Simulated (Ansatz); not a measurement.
# GeHNO: the cost of one run

The runs use Ansatz 0.2.0, Gaussian basis; cc-pVTZ, all electrons in the functionals, frozen cores in the correlation of double hybrids and RPA.

Plan: PBE, r2SCAN, B97M-V, PBE0, B3LYP, wB97M-V, B2PLYP, RKS PBE0, RPA-PBE.

## (1) The system

The geometry is a PBE0/def2-TZVP stationary point (not a proven minimum). No spin-orbit coupling is included. The filled d shell of Ge may be among the frozen orbitals whatever the setting's name suggests.

4 atoms, charge 0, spin multiplicity 1.

Atoms are counted from 1 here; the program's logs count them from 0.

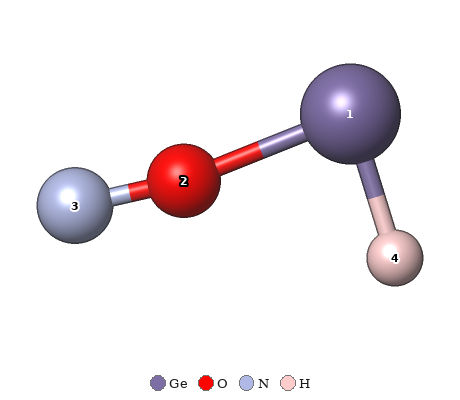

The geometry (germanium purple, oxygen red, nitrogen light blue, hydrogen pink); atoms are numbered from 1 in the order of the file.

Coordinates:

```
Ge    0.00000   -0.03440    0.70534
O     0.00000    0.08341   -1.18365
N     0.00000   -0.02878   -2.35401
H     0.00000    1.55524    0.66878
```

No dispersion term is added; B97M-V, wB97M-V hold VV10 nonlocal correlation. B3LYP takes the VWN-RPA correlation.

## (2) PBE (unrestricted)

in.yaml

```yaml
crystal:
  periodic: [false, false, false]
  atoms:
    - {symbol: Ge, position_ang: [0.000000, -0.034402, 0.705336]}
    - {symbol: O, position_ang: [0.000000, 0.083408, -1.183652]}
    - {symbol: N, position_ang: [0.000000, -0.028781, -2.354015]}
    - {symbol: H, position_ang: [0.000000, 1.555244, 0.668777]}
basis:
  gaussian: {orbitals: cc-pVTZ}
magnetization: {spin_polarized: true, initial_magnetization: 0}
hamiltonian: {xc: {name: PBE}}
output: {orbitals: {seedname: orbitals}}
```

Started as:

```sh
ansatz run in.yaml --threads 1 --pin off --events-out ev --progress --plain --max-ram 4096MiB --backend cpu
```

What time and memory should one allow on 1 thread of AMD EPYC 7R13, shared host?

About 20 s, with a peak of 0.27 GiB.
